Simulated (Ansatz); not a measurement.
# FH6NSi2: the cost of one run

All numbers below are computed with Ansatz 0.2.0 (RKS r2SCAN-D4/def2-SVP).

### 1 The structure to begin with

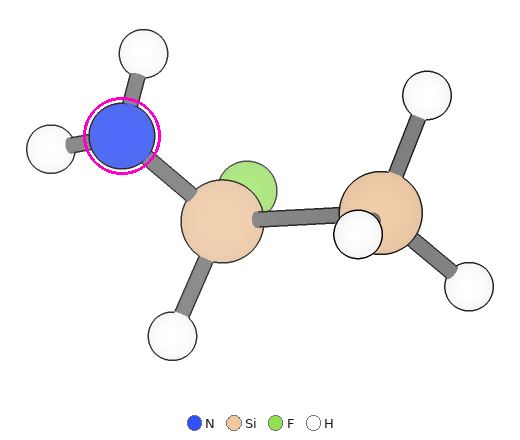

The starting structure, seen from a chosen angle (nitrogen blue, silicon light orange, fluorine green, hydrogen white). Ringed: N1.

As a file:

```xyz
10

N    -0.4441    1.7243    0.0313
Si    0.2348    0.3498    0.6264
F    -0.6482    0.0187    1.9277
Si    0.3382   -1.4382   -0.8380
H    -1.4934    1.5978   -0.0552
H    -0.3858    2.5089    0.7255
H     1.6320    0.7454    1.0453
H    -1.0807   -1.7828   -1.2723
H     1.0610   -1.1237   -2.0157
H     0.8692   -2.6513   -0.1720
```

### 2 Relaxing end A

Contents of input.yaml:

```yaml
crystal:
  periodic: [false, false, false]
  atoms:
    - { symbol: "N", position_ang: [-0.4441, 1.7243, 0.0313] }
    - { symbol: Si, position_ang: [0.2348, 0.3498, 0.6264] }
    - { symbol: F, position_ang: [-0.6482, 0.0187, 1.9277] }
    - { symbol: Si, position_ang: [0.3382, -1.4382, -0.838] }
    - { symbol: H, position_ang: [-1.4934, 1.5978, -0.0552] }
    - { symbol: H, position_ang: [-0.3858, 2.5089, 0.7255] }
    - { symbol: H, position_ang: [1.632, 0.7454, 1.0453] }
    - { symbol: H, position_ang: [-1.0807, -1.7828, -1.2723] }
    - { symbol: H, position_ang: [1.061, -1.1237, -2.0157] }
    - { symbol: H, position_ang: [0.8692, -2.6513, -0.172] }
basis:
  gaussian: { orbitals: def2-SVP }
hamiltonian:
  xc: r2scan
  dispersion: d4
relax:
  f_tol: 0.015
  max_steps: 40
```

Launch:

```bash
$ ansatz run input.yaml --threads 2 --pin off --max-ram 3072MiB --backend cpu --events-out ev --progress --plain --runs-dir out
```

What time and memory should one allow on 2 threads of Arm Neoverse V1, shared host?

About 23 s, with a peak of 0.15 GiB.
